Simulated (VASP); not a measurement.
Band structure of Ag (relaxed from the diamond structure, space group Fd-3m). These are PBEsol GGA, VASP's PBE PAW potentials (set 64) (plane waves; VASP) values and carry that method's errors.

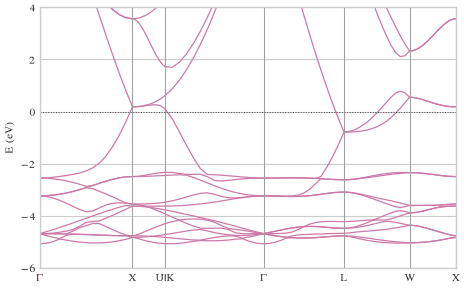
Figure. Bands along high-symmetry lines, zero at the valence-band maximum or, without a gap, the Fermi level

**Question.** Read the plot: is there a gap, and where are the band edges?

**Answer.** It has no gap at this level: it comes out as a metal or semimetal. (Edges off the drawn lines would not show.)

The structure was generated: Ag was put into the diamond type (Fd-3m), which need not be its known phase. It was relaxed first, which changed the volume by +14 %.
